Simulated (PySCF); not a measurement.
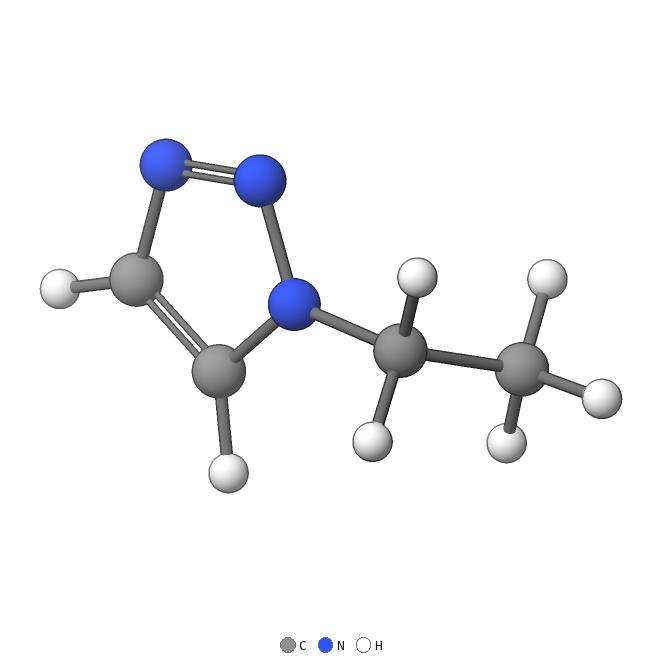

The geometry was computed by an optimisation with GFN2-xTB. No frequency run is at hand to confirm it as a minimum.

Draw it as a skeletal formula.

SMILES: CCn1ccnn1

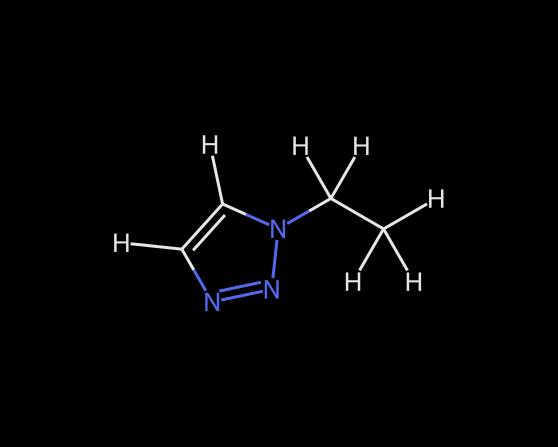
